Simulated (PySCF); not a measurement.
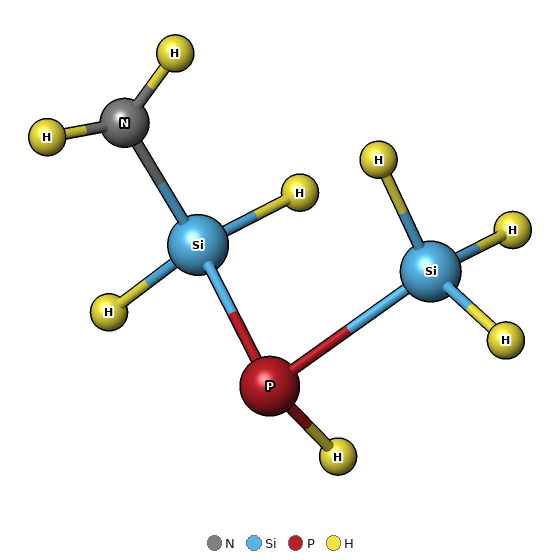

The molecule: Si₂PNH₈, SMILES N[SiH2]P[SiH3].

Vertical TDDFT excitations, PBE0/def2-TZVP with PySCF 2.14.0, at a PBE0-D3(BJ)/def2-SVP geometry (no frequency check), gas phase.

Q: What does its absorption spectrum look like?

A: The lowest singlet lies at 5.67 eV (219 nm, f = 0.001); the brightest of the first 10 is S8 at 6.95 eV (178 nm), f = 0.178, mixed, the largest part being HOMO−1 → LUMO+1 (50 %). No singlet lies below 3.1 eV (beyond 400 nm), so at this level no vertical transition falls in the visible.


| state | E (eV) | λ (nm) | f | main character |
| --- | --- | --- | --- | --- |
| S1 | 5.67 | 219 | 0.001 | HOMO → LUMO (92 %) |
| S2 | 6.01 | 206 | 0.028 | HOMO → LUMO+1 (89 %) |
| S3 | 6.25 | 198 | 0.011 | HOMO−1 → LUMO (78 %) |
| S4 | 6.28 | 197 | 0.003 | HOMO → LUMO+2 (89 %) |
| S5 | 6.42 | 193 | 0.005 | HOMO → LUMO+3 (71 %) |
| S6 | 6.70 | 185 | 0.061 | HOMO → LUMO+4 (57 %) |
| S7 | 6.78 | 183 | 0.021 | HOMO−1 → LUMO+2 (74 %) |
| S8 | 6.95 | 178 | 0.178 | HOMO−1 → LUMO+1 (50 %) |
| S9 | 7.14 | 174 | 0.066 | HOMO−1 → LUMO+3 (64 %) |
| S10 | 7.30 | 170 | 0.026 | HOMO−1 → LUMO+4 (75 %) |

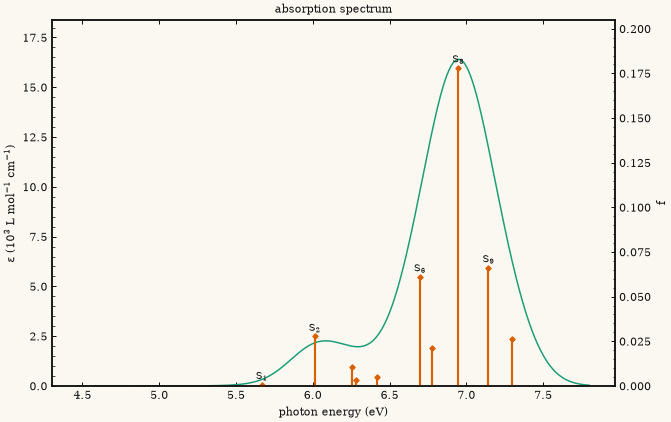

The lowest 10 singlet states are shown; each is broadened by a Gaussian of 1/e half-width 0.25 eV. Sticks give oscillator strengths (right axis).

Note: states above the negative HOMO energy depend on the basis; one conformer of a flexible molecule; core orbitals are frozen in the response; def2-TZVP has no diffuse functions, so states with Rydberg character are missing or too high.
